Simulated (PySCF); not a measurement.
SMILES CCN([SiH2])CC (C₄H₁₂NSi), doublet at its GFN2-xTB optimised geometry (Å):

```
18

C      0.4046     1.4918    -1.7610
C     -0.8008     0.6978    -1.2571
N     -0.5731     0.0252     0.0000
Si     0.1935    -1.5139     0.0000
C     -0.5482     0.8981     1.1509
C     -0.8292     0.1480     2.4438
H      1.2630     0.8330    -1.8735
H      0.6631     2.2832    -1.0612
H      0.1800     1.9424    -2.7248
H     -1.0631    -0.0591    -2.0004
H     -1.6594     1.3731    -1.1470
H      1.6594    -1.5139     0.0000
H     -0.3703    -2.2832    -1.1009
H      0.4187     1.4179     1.2410
H     -1.3189     1.6670     1.0094
H     -0.8991     0.8499     3.2718
H     -1.7661    -0.3968     2.3609
H     -0.0337    -0.5642     2.6511
```

Calculation: unrestricted B3LYP/def2-SVP (PySCF). Cells within 0.4 Å of a nucleus heavier than hydrogen are left out (blank, or x).

Map of the Laplacian of the electron density (e/bohr⁵), clipped to [-1.50, 1.50] on the plane z = 1.2 Å:

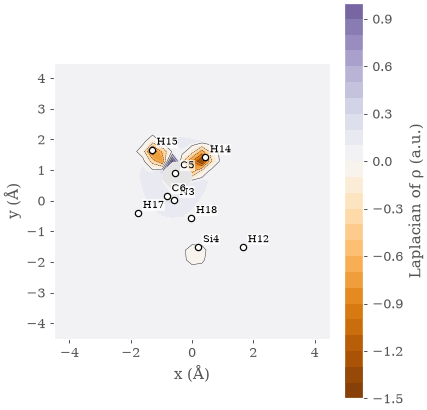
*Laplacian of the electron density (e/bohr⁵), clipped to [-1.50, 1.50] on the plane z = 1.2 Å.*
